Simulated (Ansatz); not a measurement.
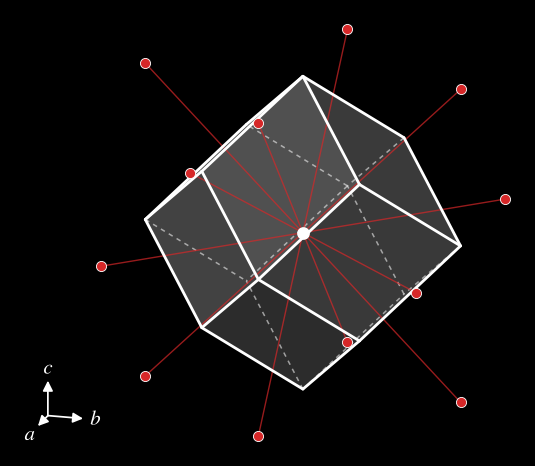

The Wigner–Seitz cell of the crystal's lattice, with lines to the lattice points that define its faces. Crystal: Ni, the geometry relaxed with Ansatz 0.2.0, DFT PBEsol, scalar-relativistic, plane waves, PAW. All values are computed from the atomic coordinates in the standard setting (tolerance 0.002 Å).

a = 3.463 Å, b = 3.463 Å, c = 3.463 Å, α = 90.00°, β = 90.00°, γ = 90.00°; space group Fm-3m (No. 225).

Which of Fedorov's five parallelohedra is it?

A rhombic dodecahedron: 12 faces (12 with 4 edges), 24 edges, 14 vertices. Its volume is that of the primitive cell, 10.4 Å³.

Which lattice vectors do the faces bisect?

```tsv
example	length (Å)	faces	edges of each	area (Å²)
1/2 a + 1/2 b	2.45	12	4	2.1
```
